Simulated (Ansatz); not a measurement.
Band structure of AlCo (Pm-3m, 2 atoms in the cell).

```xyz
2
Lattice="2.7952 0.0000 0.0000 0.0000 2.7952 0.0000 0.0000 0.0000 2.7952" Properties=species:S:1:pos:R:3 pbc="T T T"
Al     0.0000     0.0000     0.0000
Co     1.3976     1.3976     1.3976
```

Computed with PBE (plane waves, PAW; Ansatz, a quantum-chemistry and plane-wave program).

Settings: basis.ecutwfc = 420 eV; kpoints.mp_grid.grid = 9 9 9; hamiltonian.xc = pbe; hamiltonian.pseudopotentials = {kind: paw} (the program's default PAW files); scf.occupations.method = gaussian; scf.occupations.width = 0.272 eV; kpoints.band_path.npoints = 8.

The starting cell comes from a database of computed structures (which also holds hypothetical and non-ambient phases and stackings), without a prior relaxation at this level. Its lattice was rescaled by a random factor within 2.5 % of one. Spin polarisation is off.

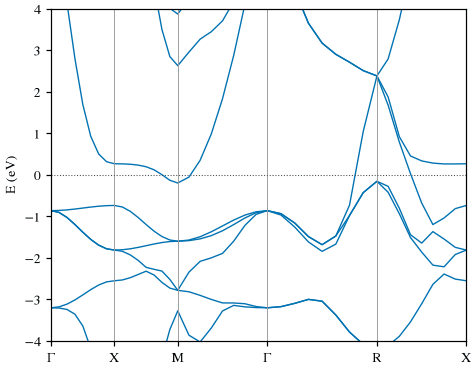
Figure: Bands along the path, energies from the Fermi level.

Levels in eV from the Fermi level, bands 7 to 13:
```tsv
point	7	8	9	10	11	12	13
Γ	-3.20	-0.86	-0.86	-0.86	6.28	6.28	6.28
X	-2.55	-1.81	-1.81	-0.74	0.27	8.45	10.89
M	-2.78	-2.78	-1.60	-1.60	-0.20	2.63	3.87
R	-4.19	-0.15	-0.15	2.38	2.38	2.38	4.71
```

Bands cross the Fermi level along this path, so the cell is metallic at this level.

Keys are those of Ansatz 0.2.
